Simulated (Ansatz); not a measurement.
## Nudged elastic band, with input and output: GeH4ClO3F (part 1 of 2)

- system: GeH4ClO3F
- method: RKS B3LYP-D4/def2-SVP (Ansatz 0.2.0)

The run did not end well. One setting was made poor on purpose. It belongs to a series of runs on one base structure; here: band between the two ends.

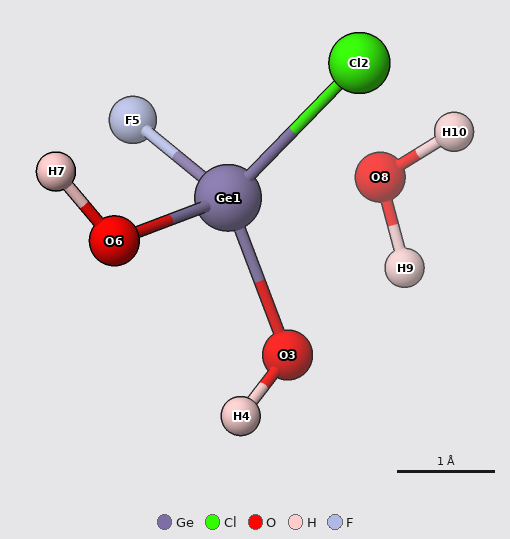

*The structure as given in the input (ball-and-stick view, seen at a tilt; atoms are numbered from 1 in the order of the input). Sticks mark near contacts.*

Bond lengths as drawn: Cl–Ge 2.17 Å, F–Ge 1.73 Å, Ge–O 1.77 to 1.78 Å and H–O 0.97 Å.

Input file
```yaml
crystal:
  periodic: [false, false, false]
  atoms:
    - { symbol: Ge, position_ang: [0.031103, -0.13287, 0.287286] }
    - { symbol: Cl, position_ang: [-0.337886, -0.306901, 2.422567] }
    - { symbol: O, position_ang: [1.713726, -0.261246, -0.258554] }
    - { symbol: H, position_ang: [1.802664, -1.072836, -0.781847] }
    - { symbol: F, position_ang: [-1.010441, 1.052628, -0.42792] }
    - { symbol: O, position_ang: [-0.568931, -1.65043, -0.413672] }
    - { symbol: H, position_ang: [-1.532546, -1.72867, -0.396988] }
    - { symbol: O, position_ang: [1.143986, 1.86758, 0.97768] }
    - { symbol: H, position_ang: [2.01978, 1.605177, 0.648238] }
    - { symbol: H, position_ang: [1.204747, 1.824068, 1.94401] }
basis:
  gaussian: { orbitals: def2-SVP }
hamiltonian:
  xc: b3lyp
  dispersion: d4
neb:
  order_check: false
  images: 5
  f_tol: 0.05
  max_iterations: 60
  max_displacement: 0.5
  optimiser: lbfgs
  final_atoms:
    - { symbol: Ge, position_ang: [0.48451733, 0.15190719, -0.33130821] }
    - { symbol: Cl, position_ang: [-1.0219668, 0.26972836, 3.01966894] }
    - { symbol: O, position_ang: [1.87460911, -0.21031433, -1.3335339] }
    - { symbol: H, position_ang: [1.78116355, -1.03080377, -1.83762434] }
    - { symbol: F, position_ang: [-0.65399308, 1.11226027, -1.20721788] }
    - { symbol: O, position_ang: [-0.28672512, -1.30581022, 0.24069213] }
    - { symbol: H, position_ang: [-0.77338196, -1.15463923, 1.07167031] }
    - { symbol: O, position_ang: [1.05614801, 1.18212205, 1.00055887] }
    - { symbol: H, position_ang: [2.01025281, 1.34577253, 0.97250456] }
    - { symbol: H, position_ang: [-0.00442185, 0.83627716, 2.40538953] }
  initial_path:
    images:
      - { positions_ang: [[0.031103, -0.13287, 0.287286], [-0.337886, -0.306901, 2.422567], [1.713726, -0.261246, -0.258554], [1.802664, -1.072836, -0.781847], [-1.010441, 1.052628, -0.42792], [-0.568931, -1.65043, -0.413672], [-1.532546, -1.72867, -0.396988], [1.143986, 1.86758, 0.97768], [2.01978, 1.605177, 0.648238], [1.204747, 1.824068, 1.94401]] }
      - { positions_ang: [[0.02203046, -0.09090321, 0.19080157], [-0.23269533, -0.19040362, 2.47078507], [1.7021188, -0.18117691, -0.3638215], [1.86669196, -1.0404651, -0.74438095], [-0.93335388, 1.15314114, -0.48392667], [-0.65474887, -1.58729175, -0.46649021], [-1.45159071, -1.78944554, -0.19652108], [1.12457297, 1.79197088, 0.86176556], [1.96528191, 1.51566122, 0.8347567], [1.05789471, 1.61541288, 1.89783152]] }
      - { positions_ang: [[0.01295791, -0.04893641, 0.09431713], [-0.12750466, -0.07390624, 2.51900314], [1.6905116, -0.10110783, -0.46908899], [1.93071991, -1.0080942, -0.7069149], [-0.85626675, 1.25365428, -0.53993334], [-0.74056674, -1.52415349, -0.51930842], [-1.37063543, -1.85022108, 0.00394584], [1.10515993, 1.71636177, 0.74585112], [1.91078382, 1.42614545, 1.02127539], [0.91104241, 1.40675775, 1.85165303]] }
      - { positions_ang: [[0.00388537, -0.00696962, -0.0021673], [-0.02231398, 0.04259113, 2.56722121], [1.6789044, -0.02103874, -0.57435649], [1.99474787, -0.9757233, -0.66944885], [-0.77917963, 1.35416743, -0.59594001], [-0.82638462, -1.46101524, -0.57212663], [-1.28968014, -1.91099662, 0.20441275], [1.0857469, 1.64075265, 0.62993668], [1.85628572, 1.33662967, 1.20779409], [0.76419012, 1.19810263, 1.80547455]] }
      - { positions_ang: [[0.16409602, 0.04598932, -0.11188094], [-0.35553159, 0.11830354, 2.71803712], [1.7441393, -0.0841306, -0.82741563], [1.9235531, -0.99408346, -1.05884068], [-0.73745078, 1.27353171, -0.7996993], [-0.64649812, -1.40928023, -0.30118704], [-1.11758075, -1.65887749, 0.49349861], [1.0758806, 1.48787578, 0.75347741], [1.90760809, 1.33967729, 1.12936424], [0.50798613, 1.07749414, 2.00544621]] }
      - { positions_ang: [[0.32430667, 0.09894825, -0.22159458], [-0.68874919, 0.19401595, 2.86885303], [1.80937421, -0.14722247, -1.08047476], [1.85235832, -1.01244361, -1.44823251], [-0.69572193, 1.19289599, -1.00345859], [-0.46661162, -1.35754522, -0.03024746], [-0.94548135, -1.40675836, 0.78258446], [1.06601431, 1.33499892, 0.87701814], [1.95893045, 1.34272491, 1.0509344], [0.25178214, 0.95688565, 2.20541787]] }
      - { positions_ang: [[0.48451733, 0.15190719, -0.33130821], [-1.0219668, 0.26972836, 3.01966894], [1.87460911, -0.21031433, -1.3335339], [1.78116355, -1.03080377, -1.83762434], [-0.65399308, 1.11226027, -1.20721788], [-0.28672512, -1.30581022, 0.24069213], [-0.77338196, -1.15463923, 1.07167031], [1.05614801, 1.18212205, 1.00055887], [2.01025281, 1.34577253, 0.97250456], [-0.00442185, 0.83627716, 2.40538953]] }
```

Run as:
```bash
ansatz run input.yaml --threads 4 --pin off --max-ram 5120MiB --backend cpu --events-out ev --progress --plain --runs-dir out
```

The program's output
```
Engine: ansatz 0.2.0, aarch64-unknown-linux-gnu
Functional definition: B3LYP
  parameter a0 = 0.2
  parameter ax = 0.72
  parameter ac = 0.81
  exchange = (1 - a0 - ax)*slater_x + ax*b88_x + a0*exact_x
  correlation = (1 - ac)*vwn_rpa_c + ac*lyp_c
1280 factors; integrals over basis functions are off by at most 5.1e-4 eV
mean field evaluation 1: about -77938.4049 eV, gradient 8.8e1 eV
mean field evaluation 2: about -77914.0750 eV, gradient 1.5e2 eV
mean field evaluation 4: about -77951.0371 eV, gradient 6.4e0 eV
mean field evaluation 8: about -77951.1267 eV, gradient 3.3e-1 eV
mean field evaluation 16: about -77951.1269 eV, gradient 9.8e-5 eV
mean field -77951.12687860 eV, -2864.6510756172 hartree, gradient 1.0e-5 eV, S^2 0.000000; 0 other end points of the search recorded, 0 dependent functions left out
the calculation of the forces begins
reference -77951.12710677 eV, -2864.6510840022 hartree; 43, 43 occupied and 83, 83 virtual orbitals, 1280 factors
1282 factors; integrals over basis functions are off by at most 9.5e-4 eV
mean field evaluation 32: about -77950.9158 eV, gradient 1.6e-4 eV
mean field -77950.91583116 eV, -2864.6433197667 hartree, gradient 3.6e-5 eV, S^2 0.000000; 0 other end points of the search recorded, 0 dependent functions left out
[... from here on the field's lines of each further geometry are left out, up to the last ...]
NEB iter   1: max|band force component| = 6.569e0 eV/Å  barrier→ = 3.6628 eV  barrier← = 3.4303 eV  Δτ_max = 0.1091 Å  (202 SCF iters)
NEB iter   2: max|band force component| = 4.218e0 eV/Å  barrier→ = 2.5985 eV  barrier← = 2.3660 eV  Δτ_max = 0.0484 Å  (153 SCF iters)
NEB iter   3: max|band force component| = 3.636e0 eV/Å  barrier→ = 2.1179 eV  barrier← = 1.8853 eV  Δτ_max = 0.1951 Å  (154 SCF iters)
NEB iter   4: max|band force component| = 4.771e0 eV/Å  barrier→ = 1.4462 eV  barrier← = 1.2137 eV  Δτ_max = 0.0917 Å  (158 SCF iters)
NEB iter   5: max|band force component| = 2.416e0 eV/Å  barrier→ = 1.1840 eV  barrier← = 0.9515 eV  Δτ_max = 0.0214 Å  (152 SCF iters)
NEB iter   6: max|band force component| = 1.214e0 eV/Å  barrier→ = 1.1685 eV  barrier← = 0.9360 eV  Δτ_max = 0.0333 Å  (146 SCF iters)
NEB iter   7: max|band force component| = 1.265e0 eV/Å  barrier→ = 1.1258 eV  barrier← = 0.8932 eV  Δτ_max = 0.0203 Å  (145 SCF iters)
NEB iter   8: max|band force component| = 1.069e0 eV/Å  barrier→ = 1.1065 eV  barrier← = 0.8739 eV  Δτ_max = 0.0387 Å  (142 SCF iters)
NEB iter   9: max|band force component| = 1.352e0 eV/Å  barrier→ = 1.0758 eV  barrier← = 0.8432 eV  Δτ_max = 0.0225 Å  (148 SCF iters)
NEB iter  10: max|band force component| = 9.025e-1 eV/Å  barrier→ = 1.0655 eV  barrier← = 0.8329 eV  Δτ_max = 0.0200 Å  (143 SCF iters)
NEB iter  11: max|band force component| = 1.052e0 eV/Å  barrier→ = 1.0538 eV  barrier← = 0.8212 eV  Δτ_max = 0.0166 Å  (140 SCF iters)
NEB iter  12: max|band force component| = 8.044e-1 eV/Å  barrier→ = 1.0463 eV  barrier← = 0.8138 eV  Δτ_max = 0.0242 Å  (141 SCF iters)
NEB iter  13: max|band force component| = 1.027e0 eV/Å  barrier→ = 1.0343 eV  barrier← = 0.8018 eV  Δτ_max = 0.0171 Å  (149 SCF iters)
NEB iter  14: max|band force component| = 7.054e-1 eV/Å  barrier→ = 1.0287 eV  barrier← = 0.7962 eV  Δτ_max = 0.0162 Å  (140 SCF iters)
NEB iter  15: max|band force component| = 9.201e-1 eV/Å  barrier→ = 1.0215 eV  barrier← = 0.7889 eV  Δτ_max = 0.0145 Å  (139 SCF iters)
NEB iter  16: max|band force component| = 6.365e-1 eV/Å  barrier→ = 1.0169 eV  barrier← = 0.7843 eV  Δτ_max = 0.0169 Å  (141 SCF iters)
NEB iter  17: max|band force component| = 8.335e-1 eV/Å  barrier→ = 1.0098 eV  barrier← = 0.7772 eV  Δτ_max = 0.0138 Å  (148 SCF iters)
NEB iter  18: max|band force component| = 5.763e-1 eV/Å  barrier→ = 1.0059 eV  barrier← = 0.7734 eV  Δτ_max = 0.0138 Å  (138 SCF iters)
NEB iter  19: max|band force component| = 8.264e-1 eV/Å  barrier→ = 1.0003 eV  barrier← = 0.7678 eV  Δτ_max = 0.0131 Å  (139 SCF iters)
NEB iter  20: max|band force component| = 5.230e-1 eV/Å  barrier→ = 0.9969 eV  barrier← = 0.7644 eV  Δτ_max = 0.0124 Å  (140 SCF iters)
NEB iter  21: max|band force component| = 6.939e-1 eV/Å  barrier→ = 0.9921 eV  barrier← = 0.7595 eV  Δτ_max = 0.0113 Å  (132 SCF iters)
NEB iter  22: max|band force component| = 4.814e-1 eV/Å  barrier→ = 0.9890 eV  barrier← = 0.7565 eV  CI = image 4  Δτ_max = 0.0074 Å  (144 SCF iters)
NEB iter  23: max|band force component| = 4.559e-1 eV/Å  barrier→ = 0.9872 eV  barrier← = 0.7546 eV  CI = image 4  Δτ_max = 0.0272 Å  (138 SCF iters)
NEB iter  24: max|band force component| = 8.051e-1 eV/Å  barrier→ = 0.9802 eV  barrier← = 0.7476 eV  CI = image 4  Δτ_max = 0.0131 Å  (155 SCF iters)
NEB iter  25: max|band force component| = 4.812e-1 eV/Å  barrier→ = 0.9782 eV  barrier← = 0.7457 eV  CI = image 4  Δτ_max = 0.0047 Å  (143 SCF iters)
NEB iter  26: max|band force component| = 4.011e-1 eV/Å  barrier→ = 0.9767 eV  barrier← = 0.7441 eV  CI = image 4  Δτ_max = 0.0973 Å  (121 SCF iters)
NEB iter  27: max|band force component| = 7.839e-1 eV/Å  barrier→ = 0.9454 eV  barrier← = 0.7129 eV  CI = image 4  Δτ_max = 0.0141 Å  (151 SCF iters)
NEB iter  28: max|band force component| = 5.269e-1 eV/Å  barrier→ = 0.9441 eV  barrier← = 0.7116 eV  CI = image 4  Δτ_max = 0.0049 Å  (141 SCF iters)
NEB iter  29: max|band force component| = 1.925e-1 eV/Å  barrier→ = 0.9436 eV  barrier← = 0.7111 eV  CI = image 4  Δτ_max = 0.0036 Å  (123 SCF iters)
NEB iter  30: max|band force component| = 1.877e-1 eV/Å  barrier→ = 0.9422 eV  barrier← = 0.7096 eV  CI = image 4  Δτ_max = 0.0198 Å  (117 SCF iters)
NEB iter  31: max|band force component| = 5.959e-1 eV/Å  barrier→ = 0.9350 eV  barrier← = 0.7024 eV  CI = image 4  Δτ_max = 0.0108 Å  (147 SCF iters)
NEB iter  32: max|band force component| = 4.025e-1 eV/Å  barrier→ = 0.9341 eV  barrier← = 0.7015 eV  CI = image 4  Δτ_max = 0.0031 Å  (135 SCF iters)
NEB iter  33: max|band force component| = 1.736e-1 eV/Å  barrier→ = 0.9337 eV  barrier← = 0.7011 eV  CI = image 4  Δτ_max = 0.0062 Å  (115 SCF iters)
NEB iter  34: max|band force component| = 2.206e-1 eV/Å  barrier→ = 0.9318 eV  barrier← = 0.6993 eV  CI = image 4  Δτ_max = 0.0043 Å  (126 SCF iters)
NEB iter  35: max|band force component| = 1.686e-1 eV/Å  barrier→ = 0.9311 eV  barrier← = 0.6985 eV  CI = image 4  Δτ_max = 0.0053 Å  (118 SCF iters)
NEB iter  36: max|band force component| = 3.400e-1 eV/Å  barrier→ = 0.9296 eV  barrier← = 0.6971 eV  CI = image 4  Δτ_max = 0.0063 Å  (124 SCF iters)
NEB iter  37: max|band force component| = 2.035e-1 eV/Å  barrier→ = 0.9289 eV  barrier← = 0.6964 eV  CI = image 4  Δτ_max = 0.0027 Å  (121 SCF iters)
NEB iter  38: max|band force component| = 2.057e-1 eV/Å  barrier→ = 0.9282 eV  barrier← = 0.6957 eV  CI = image 4  Δτ_max = 0.0041 Å  (106 SCF iters)
NEB iter  39: max|band force component| = 1.612e-1 eV/Å  barrier→ = 0.9276 eV  barrier← = 0.6950 eV  CI = image 4  Δτ_max = 0.0051 Å  (114 SCF iters)
NEB iter  40: max|band force component| = 3.201e-1 eV/Å  barrier→ = 0.9263 eV  barrier← = 0.6938 eV  CI = image 4  Δτ_max = 0.0060 Å  (117 SCF iters)
NEB iter  41: max|band force component| = 1.964e-1 eV/Å  barrier→ = 0.9258 eV  barrier← = 0.6932 eV  CI = image 4  Δτ_max = 0.0026 Å  (122 SCF iters)
NEB iter  42: max|band force component| = 1.982e-1 eV/Å  barrier→ = 0.9251 eV  barrier← = 0.6926 eV  CI = image 4  Δτ_max = 0.0039 Å  (106 SCF iters)
NEB iter  43: max|band force component| = 1.543e-1 eV/Å  barrier→ = 0.9246 eV  barrier← = 0.6920 eV  CI = image 4  Δτ_max = 0.0049 Å  (116 SCF iters)
NEB iter  44: max|band force component| = 3.031e-1 eV/Å  barrier→ = 0.9235 eV  barrier← = 0.6909 eV  CI = image 4  Δτ_max = 0.0057 Å  (118 SCF iters)
NEB iter  45: max|band force component| = 1.896e-1 eV/Å  barrier→ = 0.9230 eV  barrier← = 0.6904 eV  CI = image 4  Δτ_max = 0.0025 Å  (122 SCF iters)
NEB iter  46: max|band force component| = 1.901e-1 eV/Å  barrier→ = 0.9224 eV  barrier← = 0.6899 eV  CI = image 4  Δτ_max = 0.0037 Å  (104 SCF iters)
NEB iter  47: max|band force component| = 1.477e-1 eV/Å  barrier→ = 0.9219 eV  barrier← = 0.6894 eV  CI = image 4  Δτ_max = 0.0048 Å  (115 SCF iters)
NEB iter  48: max|band force component| = 2.883e-1 eV/Å  barrier→ = 0.9210 eV  barrier← = 0.6884 eV  CI = image 4  Δτ_max = 0.0055 Å  (118 SCF iters)
NEB iter  49: max|band force component| = 1.829e-1 eV/Å  barrier→ = 0.9205 eV  barrier← = 0.6879 eV  CI = image 4  Δτ_max = 0.0024 Å  (121 SCF iters)
NEB iter  50: max|band force component| = 1.820e-1 eV/Å  barrier→ = 0.9200 eV  barrier← = 0.6875 eV  CI = image 4  Δτ_max = 0.3451 Å  (105 SCF iters)
NEB iter  51: max|band force component| = 2.481e0 eV/Å  barrier→ = 0.8953 eV  barrier← = 0.6627 eV  CI = image 4  Δτ_max = 0.0452 Å  (150 SCF iters)
NEB iter  52: max|band force component| = 1.657e0 eV/Å  barrier→ = 0.8898 eV  barrier← = 0.6573 eV  CI = image 4  Δτ_max = 0.0174 Å  (153 SCF iters)
NEB iter  53: max|band force component| = 3.486e-1 eV/Å  barrier→ = 0.8891 eV  barrier← = 0.6566 eV  CI = image 4  Δτ_max = 0.0043 Å  (133 SCF iters)
NEB iter  54: max|band force component| = 2.809e-1 eV/Å  barrier→ = 0.8875 eV  barrier← = 0.6550 eV  CI = image 4  Δτ_max = 0.0108 Å  (127 SCF iters)
NEB iter  55: max|band force component| = 3.335e-1 eV/Å  barrier→ = 0.8839 eV  barrier← = 0.6513 eV  CI = image 4  Δτ_max = 0.0057 Å  (136 SCF iters)
NEB iter  56: max|band force component| = 2.340e-1 eV/Å  barrier→ = 0.8827 eV  barrier← = 0.6502 eV  CI = image 4  Δτ_max = 0.0053 Å  (132 SCF iters)
NEB iter  57: max|band force component| = 2.520e-1 eV/Å  barrier→ = 0.8814 eV  barrier← = 0.6488 eV  CI = image 4  Δτ_max = 0.0040 Å  (121 SCF iters)
NEB iter  58: max|band force component| = 2.064e-1 eV/Å  barrier→ = 0.8805 eV  barrier← = 0.6479 eV  CI = image 4  Δτ_max = 0.0077 Å  (119 SCF iters)
NEB iter  59: max|band force component| = 2.659e-1 eV/Å  barrier→ = 0.8787 eV  barrier← = 0.6461 eV  CI = image 4  Δτ_max = 0.0051 Å  (124 SCF iters)
the calculation of the forces begins
reference -77950.25359961 eV, -2864.6189832062 hartree; 43, 43 occupied and 83, 83 virtual orbitals, 1280 factors
these checks for a lower state are left out or cut short: starts, cluster_reference, orbital_swaps, neighbouring_geometries, increment
1283 factors; integrals over basis functions are off by at most 8.8e-4 eV
mean field -77950.77789834 eV, -2864.6382508291 hartree, gradient 1.7e-5 eV, S^2 0.000000; 0 other end points of the search recorded, 0 dependent functions left out
the calculation of the forces begins
reference -77950.77812839 eV, -2864.6382592832 hartree; 43, 43 occupied and 83, 83 virtual orbitals, 1283 factors
NEB iter  60: max|band force component| = 1.777e-1 eV/Å  barrier→ = 0.8780 eV  barrier← = 0.6454 eV  CI = image 4  Δτ_max = 0.0041 Å  (127 SCF iters)
```
